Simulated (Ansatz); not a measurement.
## Nudged elastic band of HfSiH3Cl4

HfSiH3Cl4, multiplicity 2, computed with UKS PBE/def2-SVP (Ansatz 0.2.0).

It belongs to a series of runs on one base structure; here: band between the two ends. Figures and captions count atoms from 1; the log counts them from 0 in places.

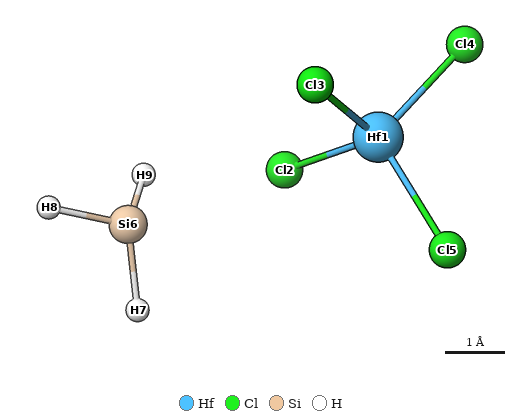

*The starting structure (ball-and-stick view, seen at a tilt; atoms are numbered from 1 in the order of the input). Sticks mark near contacts.*

Bond lengths as drawn: Cl–Hf 2.34 Å and H–Si 1.50 Å.

**The input**
```yaml
crystal:
  periodic: [false, false, false]
  atoms:
    - { symbol: Hf, position_ang: [0.000391, 1.2e-05, -0.430244] }
    - { symbol: Cl, position_ang: [0.00065, 2.7e-05, 1.910652] }
    - { symbol: Cl, position_ang: [2.208091, 0.000167, -1.203684] }
    - { symbol: Cl, position_ang: [-1.103197, 1.912281, -1.203323] }
    - { symbol: Cl, position_ang: [-1.102921, -1.912425, -1.2033] }
    - { symbol: Si, position_ang: [0.000126, -4.5e-05, 5.820904] }
    - { symbol: H, position_ang: [-0.775111, -1.206455, 6.274107] }
    - { symbol: H, position_ang: [1.432101, -0.067887, 6.275504] }
    - { symbol: H, position_ang: [-0.65753, 1.274325, 6.273986] }
magnetization:
  spin_polarized: true
  initial_magnetization: 1
basis:
  gaussian: { orbitals: def2-SVP }
hamiltonian:
  xc: pbe
neb:
  order_check: false
  images: 5
  f_tol: 0.03
  max_iterations: 60
  final_atoms:
    - { symbol: Hf, position_ang: [0.00163065, -5.84e-06, -0.49478576] }
    - { symbol: Cl, position_ang: [-0.00139409, 2.141e-05, 2.9715152] }
    - { symbol: Cl, position_ang: [2.34650639, -0.00013308, -0.56445791] }
    - { symbol: Cl, position_ang: [-1.17090785, 2.03092073, -0.55659951] }
    - { symbol: Cl, position_ang: [-1.17112754, -2.03080527, -0.55660487] }
    - { symbol: Si, position_ang: [-0.00067242, 2.79e-06, 5.07858421] }
    - { symbol: H, position_ang: [-0.76979993, -1.19854248, 5.54599084] }
    - { symbol: H, position_ang: [1.42216877, -0.066969, 5.54499434] }
    - { symbol: H, position_ang: [-0.65380397, 1.26551075, 5.54596547] }
  initial_path:
    images:
      - { positions_ang: [[0.000391, 1.2e-05, -0.430244], [0.00065, 2.7e-05, 1.910652], [2.208091, 0.000167, -1.203684], [-1.103197, 1.912281, -1.203323], [-1.102921, -1.912425, -1.2033], [0.000126, -4.5e-05, 5.820904], [-0.775111, -1.206455, 6.274107], [1.432101, -0.067887, 6.275504], [-0.65753, 1.274325, 6.273986]] }
      - { positions_ang: [[0.00026278, 7.91e-06, -0.28682926], [0.00043311, 1.801e-05, 2.19710141], [2.26419683, 0.00011674, -1.08218725], [-1.13109995, 1.96028445, -1.08194967], [-1.13090639, -1.96038621, -1.08193419], [8.172e-05, -2.99e-05, 5.61393607], [-0.76460734, -1.19033828, 6.07853749], [1.41296479, -0.06688802, 6.07947057], [-0.64872554, 1.25721531, 6.07845683]] }
      - { positions_ang: [[0.00013457, 3.82e-06, -0.14341452], [0.00021621, 9.02e-06, 2.48355081], [2.32030265, 6.647e-05, -0.9606905], [-1.15900291, 2.00828791, -0.96057634], [-1.15889179, -2.00834743, -0.96056838], [3.743e-05, -1.481e-05, 5.40696815], [-0.75410367, -1.17422156, 5.88296797], [1.39382858, -0.06588905, 5.88343715], [-0.63992108, 1.24010563, 5.88292766]] }
      - { positions_ang: [[6.35e-06, -2.7e-07, 2.2e-07], [-6.8e-07, 3.0e-08, 2.77000022], [2.37640848, 1.621e-05, -0.83919375], [-1.18690586, 2.05629136, -0.83920301], [-1.18687718, -2.05630864, -0.83920257], [-6.85e-06, 2.9e-07, 5.20000022], [-0.74360001, -1.15810484, 5.68739846], [1.37469237, -0.06489007, 5.68740372], [-0.63111662, 1.22299594, 5.68739849]] }
      - { positions_ang: [[0.00054778, -2.13e-06, -0.16492844], [-0.00046515, 7.16e-06, 2.83717188], [2.36644112, -3.355e-05, -0.74761513], [-1.18157319, 2.04783448, -0.74500185], [-1.1816273, -2.04780752, -0.74500334], [-0.00022871, 1.12e-06, 5.15952822], [-0.75233332, -1.17158406, 5.64026259], [1.39051783, -0.06558305, 5.63993392], [-0.63867907, 1.23716754, 5.64025415]] }
      - { positions_ang: [[0.00108922, -3.98e-06, -0.3298571], [-0.00092962, 1.428e-05, 2.90434354], [2.35647375, -8.332e-05, -0.65603652], [-1.17624052, 2.0393776, -0.65080068], [-1.17637742, -2.0393064, -0.65080411], [-0.00045057, 1.95e-06, 5.11905622], [-0.76106662, -1.18506327, 5.59312671], [1.4063433, -0.06627602, 5.59246413], [-0.64624152, 1.25133915, 5.59310981]] }
      - { positions_ang: [[0.00163065, -5.84e-06, -0.49478576], [-0.00139409, 2.141e-05, 2.9715152], [2.34650639, -0.00013308, -0.56445791], [-1.17090785, 2.03092073, -0.55659951], [-1.17112754, -2.03080527, -0.55660487], [-0.00067242, 2.79e-06, 5.07858421], [-0.76979993, -1.19854248, 5.54599084], [1.42216877, -0.066969, 5.54499434], [-0.65380397, 1.26551075, 5.54596547]] }
```

Run on 4 threads of AMD EPYC (Zen 3), 32 GiB of memory available, shared host.

Launch command:
```bash
ansatz run input.yaml --threads 4 --pin off --max-ram 5120MiB --backend cpu --events-out ev --progress --plain --runs-dir out
```

**What the program printed**
```
Engine: ansatz 0.2.0, x86_64-unknown-linux-gnu
Functional definition: PBE
  parameter kappa = 0.804
  parameter beta = 0.06672455060314922
  exchange = pbe_x(kappa = kappa, mu = beta*pi^2/3)
  correlation = pbe_c(beta = beta)
1464 factors; their error is unknown
mean field evaluation 1: about -59287.1302 eV, gradient 1.5e1 eV
mean field evaluation 2: about -59285.3602 eV, gradient 2.5e1 eV
mean field evaluation 4: about -59288.5466 eV, gradient 1.5e0 eV
mean field evaluation 8: about -59288.5601 eV, gradient 2.2e-2 eV
mean field evaluation 16: about -59288.4298 eV, gradient 6.4e-5 eV
mean field -59288.42976935 eV, -2178.8096068824 hartree, gradient 1.4e-5 eV, S^2 0.752312; 0 other end points of the search recorded, 0 dependent functions left out
the calculation of the forces begins
reference -59288.42985104 eV, -2178.8096098847 hartree; 49, 48 occupied and 88, 89 virtual orbitals, 1464 factors
1464 factors; their error is unknown
mean field evaluation 32: about -59287.9191 eV, gradient 7.7e-4 eV
mean field -59287.91911044 eV, -2178.7908405139 hartree, gradient 2.0e-5 eV, S^2 0.752611; 0 other end points of the search recorded, 0 dependent functions left out
[... from here on the field's lines of each further geometry are left out, up to the last ...]
NEB iter   1: max|band force component| = 2.048e0 eV/Å  barrier→ = 1.4465 eV  barrier← = 0.9359 eV  Δτ_max = 0.2000 Å  (430 SCF iters)
NEB iter   2: max|band force component| = 2.041e0 eV/Å  barrier→ = 0.9767 eV  barrier← = 0.4661 eV  Δτ_max = 0.2000 Å  (192 SCF iters)
NEB iter   3: max|band force component| = 4.731e0 eV/Å  barrier→ = 0.7317 eV  barrier← = 0.2211 eV  Δτ_max = 0.0997 Å  (189 SCF iters)
NEB iter   4: max|band force component| = 2.088e0 eV/Å  barrier→ = 0.6159 eV  barrier← = 0.1053 eV  Δτ_max = 0.2000 Å  (177 SCF iters)
NEB iter   5: max|band force component| = 2.463e0 eV/Å  barrier→ = 0.7556 eV  barrier← = 0.2449 eV  Δτ_max = 0.0998 Å  (172 SCF iters)
NEB iter   6: max|band force component| = 6.216e-1 eV/Å  barrier→ = 0.5515 eV  barrier← = 0.0408 eV  Δτ_max = 0.0459 Å  (173 SCF iters)
NEB iter   7: max|band force component| = 1.629e-1 eV/Å  barrier→ = 0.5375 eV  barrier← = 0.0268 eV  CI = image 5  Δτ_max = 0.1159 Å  (150 SCF iters)
NEB iter   8: max|band force component| = 1.957e-1 eV/Å  barrier→ = 0.5681 eV  barrier← = 0.0575 eV  CI = image 5  Δτ_max = 0.0317 Å  (171 SCF iters)
NEB iter   9: max|band force component| = 3.530e-1 eV/Å  barrier→ = 0.5791 eV  barrier← = 0.0684 eV  CI = image 5  Δτ_max = 0.0582 Å  (157 SCF iters)
NEB iter  10: max|band force component| = 1.794e-1 eV/Å  barrier→ = 0.5980 eV  barrier← = 0.0873 eV  CI = image 5  Δτ_max = 0.0695 Å  (156 SCF iters)
NEB iter  11: max|band force component| = 1.159e-1 eV/Å  barrier→ = 0.6055 eV  barrier← = 0.0948 eV  CI = image 5  Δτ_max = 0.0320 Å  (158 SCF iters)
NEB iter  12: max|band force component| = 5.627e-2 eV/Å  barrier→ = 0.6051 eV  barrier← = 0.0945 eV  CI = image 5  Δτ_max = 0.0347 Å  (165 SCF iters)
the calculation of the forces begins
reference -59288.12487991 eV, -2178.7984024022 hartree; 49, 48 occupied and 88, 89 virtual orbitals, 1464 factors
1464 factors; their error is unknown
mean field evaluation 768: about -59286.6134 eV, gradient 8.0e-2 eV
mean field -59287.82482319 eV, -2178.7873755213 hartree, gradient 1.3e-5 eV, S^2 0.753511; 5 other end points of the search recorded, 0 dependent functions left out
the calculation of the forces begins
reference -59287.82489872 eV, -2178.7873782969 hartree; 49, 48 occupied and 88, 89 virtual orbitals, 1464 factors
NEB iter  13: max|band force component| = 7.287e-3 eV/Å  barrier→ = 0.6049 eV  barrier← = 0.0943 eV  CI = image 5  Δτ_max = 0.0000 Å  (450 SCF iters)
```

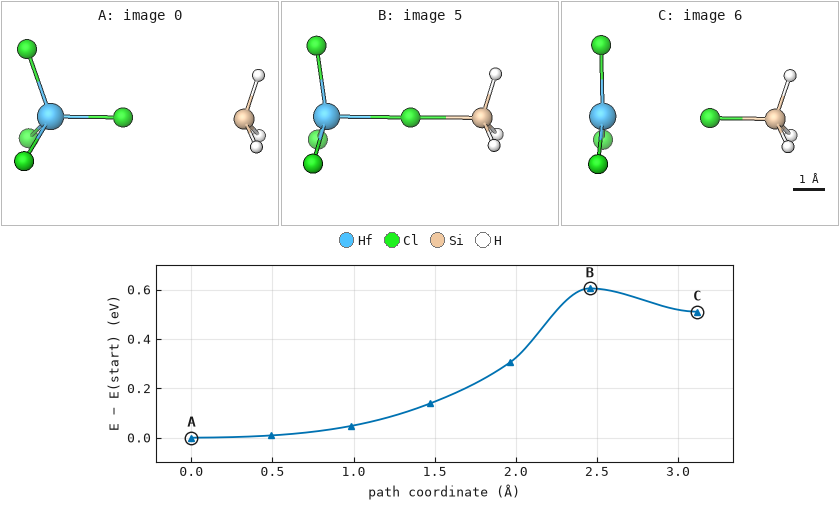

*Images of the last band (counted from 0; ball-and-stick, seen at a tilt) above the energy along the path; the line is a cubic interpolation that uses the forces.*

The highest image is number 5, 0.605 eV above the start and 0.094 eV above the end (the climbing image); the end lies 0.511 eV above the start. The path is 3.12 Å long. The band converged in 13 iterations.

```
Total energy: -59287.82489872 eV, -2178.7873782969 hartree
Atom 0 at    -0.001797     0.000001    -0.060711 Å, force    -0.000378    -0.000011     0.001275 eV/Å
Atom 1 at    -0.010313    -0.000010     2.651551 Å, force    -0.001548    -0.000006    -0.000747 eV/Å
Atom 2 at     2.322764     0.001092    -0.391288 Å, force    -0.000033    -0.000002     0.000508 eV/Å
Atom 3 at    -1.162680     2.008370    -0.420640 Å, force     0.000583    -0.000354    -0.000136 eV/Å
Atom 4 at    -1.160788    -2.009459    -0.420652 Å, force     0.000579     0.000367    -0.000138 eV/Å
Atom 5 at     0.002477    -0.000005     4.961876 Å, force     0.000913     0.000009    -0.003501 eV/Å
Atom 6 at    -0.771460    -1.204937     5.401388 Å, force    -0.002662    -0.004291     0.001465 eV/Å
Atom 7 at     1.435706    -0.069364     5.392220 Å, force     0.004783    -0.000223    -0.000112 eV/Å
Atom 8 at    -0.651308     1.274312     5.400858 Å, force    -0.002236     0.004512     0.001386 eV/Å
Dipole moment:    -0.000447    -0.000002     0.577900 e Å
this run last wrote the band of iteration 13 to [file]
```

**The last band as extended XYZ (Å, eV, eV/Å)**
```
9
Properties=species:S:1:pos:R:3:forces:R:3 image=0 energy=-59288.42977
Hf    0.0004    0.0000   -0.4302    0.0000   0.0000   0.0066
Cl    0.0006    0.0000    1.9107    0.0000   0.0000  -0.0024
Cl    2.2081    0.0002   -1.2037   -0.0030   0.0000  -0.0027
Cl   -1.1032    1.9123   -1.2033    0.0015  -0.0026  -0.0027
Cl   -1.1029   -1.9124   -1.2033    0.0015   0.0026  -0.0027
Si    0.0001    0.0000    5.8209    0.0000   0.0000  -0.0148
H    -0.7751   -1.2065    6.2741   -0.0069  -0.0107   0.0063
H     1.4321   -0.0679    6.2755    0.0127  -0.0006   0.0063
H    -0.6575    1.2743    6.2740   -0.0058   0.0113   0.0063
9
Properties=species:S:1:pos:R:3:forces:R:3 image=1 energy=-59288.42074
Hf   -0.0068    0.0000   -0.2949   -0.0003   0.0000  -0.0025
Cl   -0.0433    0.0001    2.0448   -0.0012   0.0000  -0.0119
Cl    2.2181    0.0006   -1.0177   -0.0008   0.0000  -0.0142
Cl   -1.1017    1.9169   -1.0687    0.0005  -0.0007  -0.0154
Cl   -1.1007   -1.9175   -1.0685    0.0005   0.0007  -0.0154
Si    0.0104   -0.0001    5.6433    0.0010   0.0000   0.0160
H    -0.7677   -1.2078    6.0898    0.0011   0.0015   0.0142
H     1.4433   -0.0687    6.0966   -0.0018   0.0001   0.0149
H    -0.6488    1.2764    6.0900    0.0010  -0.0016   0.0143
9
Properties=species:S:1:pos:R:3:forces:R:3 image=2 energy=-59288.38251
Hf   -0.0059    0.0000   -0.1756   -0.0011   0.0000  -0.0199
Cl   -0.0409    0.0001    2.1604   -0.0033   0.0000  -0.0257
Cl    2.2330    0.0010   -0.8569   -0.0057   0.0000  -0.0428
Cl   -1.1109    1.9300   -0.9033    0.0032  -0.0049  -0.0462
Cl   -1.1092   -1.9310   -0.9032    0.0032   0.0049  -0.0462
Si    0.0105    0.0000    5.4743    0.0016   0.0000   0.0422
H    -0.7707   -1.2107    5.9036    0.0028   0.0032   0.0455
H     1.4472   -0.0695    5.9115   -0.0032   0.0002   0.0476
H    -0.6505    1.2801    5.9038    0.0025  -0.0034   0.0456
9
Properties=species:S:1:pos:R:3:forces:R:3 image=3 energy=-59288.29070
Hf   -0.0032    0.0000   -0.0788   -0.0021   0.0000  -0.0392
Cl   -0.0290    0.0000    2.2534   -0.0059   0.0000  -0.0537
Cl    2.2578    0.0011   -0.6900   -0.0140   0.0000  -0.0904
Cl   -1.1257    1.9513   -0.7241    0.0083  -0.0126  -0.0940
Cl   -1.1239   -1.9523   -0.7241    0.0083   0.0126  -0.0939
Si    0.0071    0.0000    5.3209    0.0014   0.0000   0.0803
H    -0.7769   -1.2167    5.7187    0.0035   0.0034   0.0961
H     1.4523   -0.0699    5.7200   -0.0026   0.0002   0.0986
H    -0.6559    1.2866    5.7186    0.0031  -0.0035   0.0962
9
Properties=species:S:1:pos:R:3:forces:R:3 image=4 energy=-59288.12480
Hf   -0.0022    0.0000    0.0028   -0.0024   0.0000   0.0670
Cl   -0.0185    0.0000    2.3561   -0.0091   0.0000  -0.3013
Cl    2.2850    0.0011   -0.5175   -0.0380   0.0000  -0.1282
Cl   -1.1414    1.9752   -0.5460    0.0216  -0.0338  -0.1278
Cl   -1.1395   -1.9763   -0.5460    0.0216   0.0338  -0.1278
Si    0.0044    0.0000    5.1687    0.0015   0.0000   0.2083
H    -0.7812   -1.2209    5.5340   -0.0092  -0.0164   0.1361
H     1.4556   -0.0702    5.5288    0.0216  -0.0010   0.1376
H    -0.6597    1.2911    5.5337   -0.0076   0.0174   0.1361
9
Properties=species:S:1:pos:R:3:forces:R:3 image=5 energy=-59287.82482
Hf   -0.0018    0.0000   -0.0607   -0.0004   0.0000   0.0013
Cl   -0.0103    0.0000    2.6516   -0.0015   0.0000  -0.0007
Cl    2.3228    0.0011   -0.3913    0.0000   0.0000   0.0005
Cl   -1.1627    2.0084   -0.4206    0.0006  -0.0004  -0.0001
Cl   -1.1608   -2.0095   -0.4207    0.0006   0.0004  -0.0001
Si    0.0025    0.0000    4.9619    0.0009   0.0000  -0.0035
H    -0.7715   -1.2049    5.4014   -0.0027  -0.0043   0.0015
H     1.4357   -0.0694    5.3922    0.0048  -0.0002  -0.0001
H    -0.6513    1.2743    5.4009   -0.0022   0.0045   0.0014
9
Properties=species:S:1:pos:R:3:forces:R:3 image=6 energy=-59287.91911
Hf    0.0016    0.0000   -0.4948   -0.0001   0.0000  -0.0118
Cl   -0.0014    0.0000    2.9715    0.0004   0.0000  -0.0201
Cl    2.3465   -0.0001   -0.5645    0.0027   0.0000   0.0050
Cl   -1.1709    2.0309   -0.5566   -0.0016   0.0025   0.0040
Cl   -1.1711   -2.0308   -0.5566   -0.0016  -0.0025   0.0040
Si   -0.0007    0.0000    5.0786    0.0000   0.0000   0.0118
H    -0.7698   -1.1985    5.5460    0.0028   0.0043   0.0022
H     1.4222   -0.0670    5.5450   -0.0050   0.0002   0.0025
H    -0.6538    1.2655    5.5460    0.0024  -0.0045   0.0022
```

**Results in brief**

- outcome: converged
- barrier, forward: 0.605 eV
- barrier, backward: 0.094 eV
- wall time: 3.3 min (CPU time 13 min)
- peak memory: 0.32 GiB

The order of the saddle point was not checked.
